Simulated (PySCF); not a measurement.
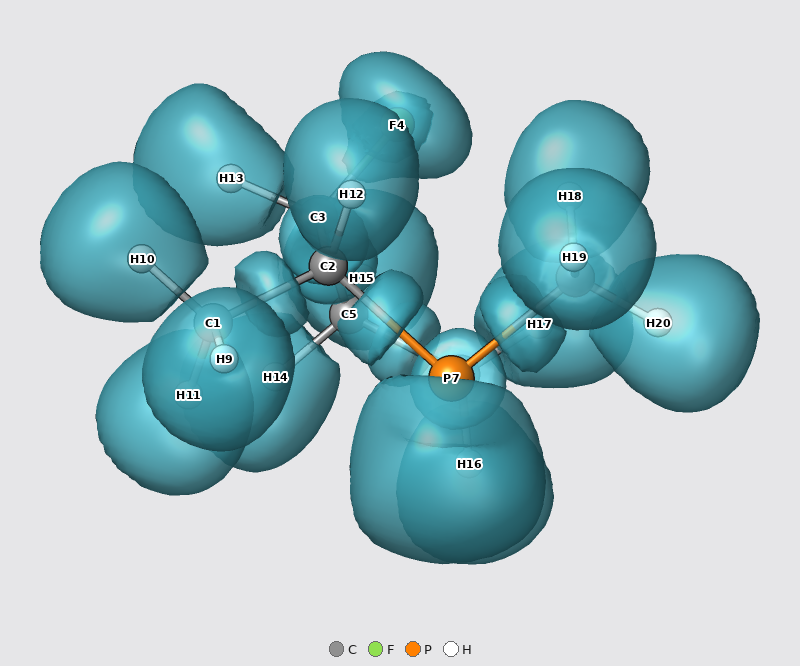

C6H12FP. Isosurface of the electron localisation function at 0.75 (cyan), seen from one side. Core shells and regions of very low density are left out.

Geometry: GFN2-xTB.

Computed with PySCF, PBE0/pcSseg-1, SCF density, gas phase, non-relativistic.

```xyz
20

C    -1.4675   -1.5027   -1.0360
C    -0.5197   -0.8645   -0.0253
C    -1.0842    0.4423    0.5277
F    -0.5653    0.6740    1.7920
C    -0.6670    1.5775   -0.3955
C     0.8167    1.3894   -0.6978
P     1.1347   -0.4549   -0.8415
C     2.2195   -0.6683    0.6435
H    -1.0262   -2.4169   -1.4269
H    -2.4231   -1.7483   -0.5749
H    -1.6489   -0.8315   -1.8733
H    -0.3492   -1.5630    0.8000
H    -2.1721    0.3960    0.6637
H    -1.2589    1.5116   -1.3091
H    -0.8584    2.5430    0.0749
H     1.0993    1.8922   -1.6237
H     1.4290    1.7922    0.1112
H     1.7809   -0.2062    1.5260
H     2.3664   -1.7331    0.8185
H     3.1888   -0.2182    0.4338
```

### Describe the localisation domains.

The surface consists of four regions between bonded C–C atoms (shared pairs), three regions between bonded C–P atoms (shared pairs), twelve regions around hydrogen nuclei, one region on F in which the atom's valence shell and bonds are merged and one lobe on P, pointing away from the bonds (lone pairs). Along the contacts the grid gives the following. C–F (1.39 Å): the ELF peaks at about 0.85 between the atoms, as expected for a shared but strongly polarised pair. C–C (1.52 Å): the ELF peaks at about 0.95 between the atoms; a covalent bond.
